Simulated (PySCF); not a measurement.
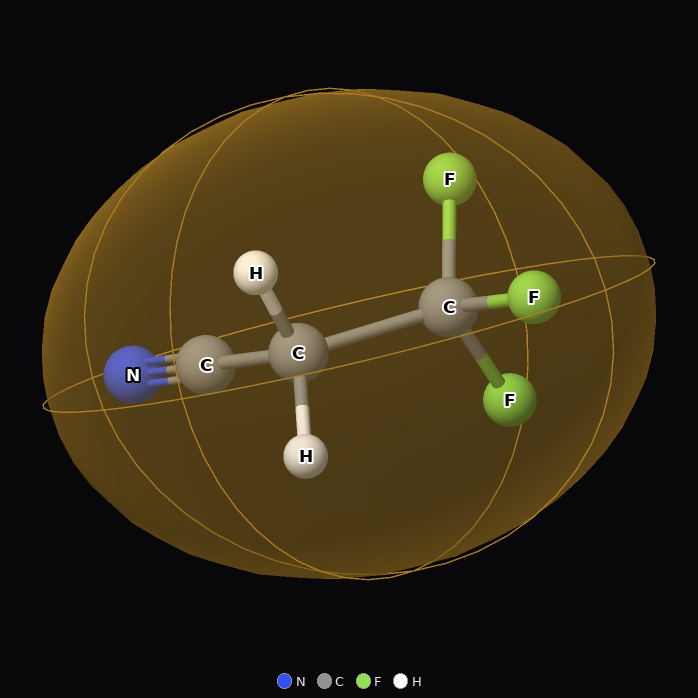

The ellipsoid shows the static dipole polarisability: its half-axes are proportional to the principal values. The computed structure is the end point of a GFN2-xTB optimisation. No frequency run is at hand to confirm it as a minimum. Method: ωB97X-D/def2-SVPD (PySCF 2.14.0).

### Give the principal values, the mean and the anisotropy.

Principal values 36.0, 37.5, 52.4 bohr³; mean 42.0 bohr³ (6.22 Å³); anisotropy 15.8 bohr³, so the longest axis is 1.46 times the shortest.
